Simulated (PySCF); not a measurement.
# C5H12BOP (SMILES CC/C(=C\BP)OC): what the fields show

Input file:

```
{"job": {"kind": "nmr", "xc": "PBE0", "basis": "pcSseg-1"}, "charge": 0, "multiplicity": 1}
C     -1.249483    -2.172566     0.309860
C     -1.023588    -1.162666    -0.816960
C     -0.593649     0.166789    -0.261239
C      0.681953     0.506604     0.027730
B      1.922875    -0.354631    -0.155137
P      3.586323     0.325880     0.415028
O     -1.678518     0.952994    -0.076079
C     -1.528967     2.232897     0.493149
H     -2.005002    -1.807158     1.000916
H     -0.324608    -2.333951     0.857396
H     -1.584996    -3.121721    -0.100728
H     -1.957660    -1.014831    -1.361584
H     -0.266902    -1.539896    -1.501480
H      0.831165     1.501895     0.434941
H      1.891411    -1.463435    -0.533975
H      3.458083     1.641315     0.008788
H      4.370933    -0.049430    -0.658581
H     -2.533296     2.648133     0.556998
H     -0.909239     2.878246    -0.136748
H     -1.091980     2.176209     1.494670
```

Run with:

```sh
OMP_NUM_THREADS=1 python probes_run.py task.json out
```

Geometry: GFN2-xTB.

Level of theory: PBE0/pcSseg-1, SCF density, gas phase, non-relativistic (PySCF).

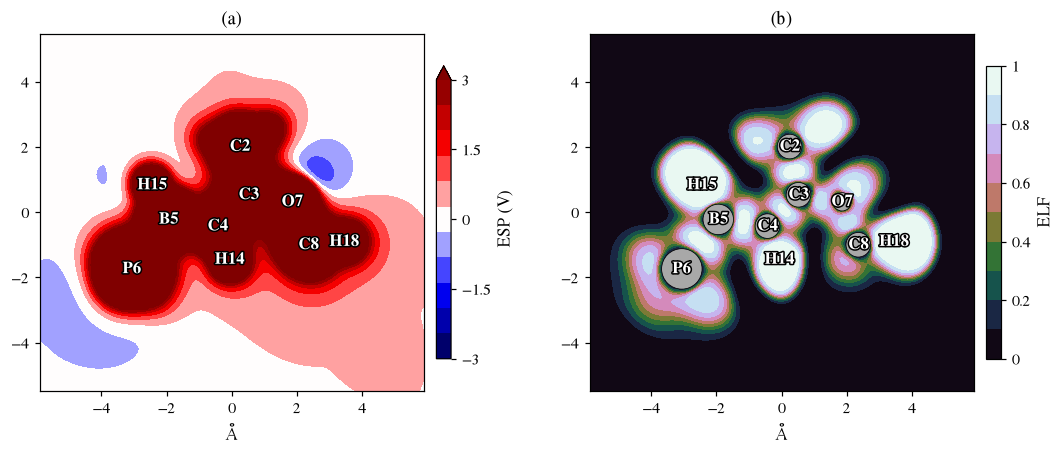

Figure 1. (a) electrostatic potential; (b) ELF on the plane of atoms C3, C4 and B5. Grey discs cover the atomic cores in the ELF map.

> Read the bonding off the picture.

- Atoms in the plane: C, B, P, O and H.
- C–C (1.35 Å): the ELF peaks at about 0.95 between the atoms: a covalent bond.
- C–O (1.35 Å): the ELF peaks at about 0.90 between the atoms, as expected for a shared but strongly polarised pair.
- C–B (1.52 Å): the ELF peaks at about 0.95 between the atoms (a covalent bond).
- B–P (1.89 Å): the ELF peaks at about 0.95 between the atoms (a covalent bond).
- C–H (1.09 Å): the ELF climbs to about 1 towards the hydrogen, as it does in any bond to H; a covalent bond by its length.
- The ELF also peaks beside O7, away from the bonds: lone-pair regions.
- Outside the dense part of the molecule the potential is most negative (−1.2 V) near O7.

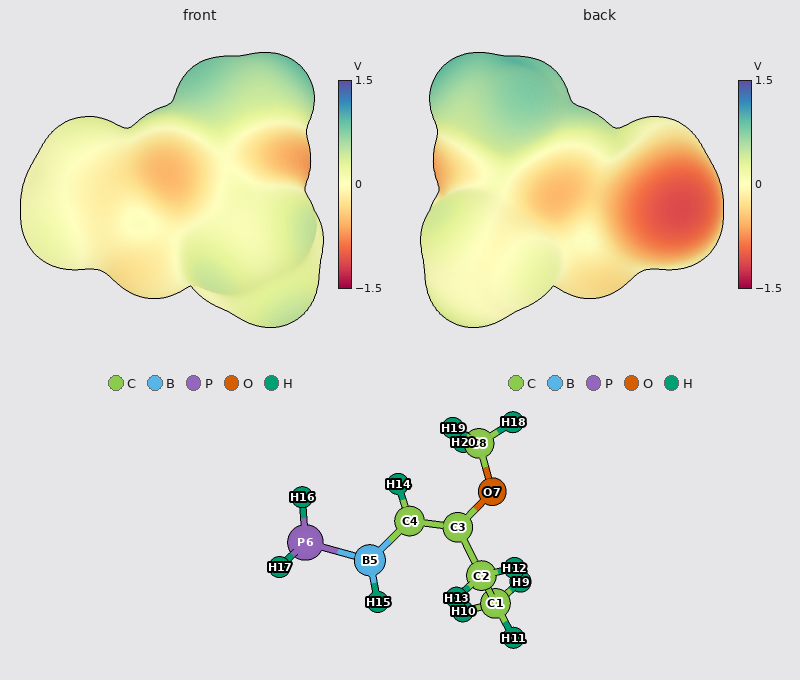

Figure 2. The electrostatic potential painted on the density surface at 0.001 e/bohr³, seen from the front and from behind; the colour scale runs from red (negative) to blue (positive). The bare structure is drawn below in the same view.

> Which sites attract a positive test charge, and which a negative one?

A positive charge is drawn to the negative regions and a negative charge to the positive ones. The most negative region (about −1.1 V, or −25 kcal/mol for a unit charge) lies over P6, the most positive (about +0.9 V, or +21 kcal/mol for a unit charge) over C8 and H18.

> What dipole moment does the calculation give?

Its dipole moment is 2.71 D.
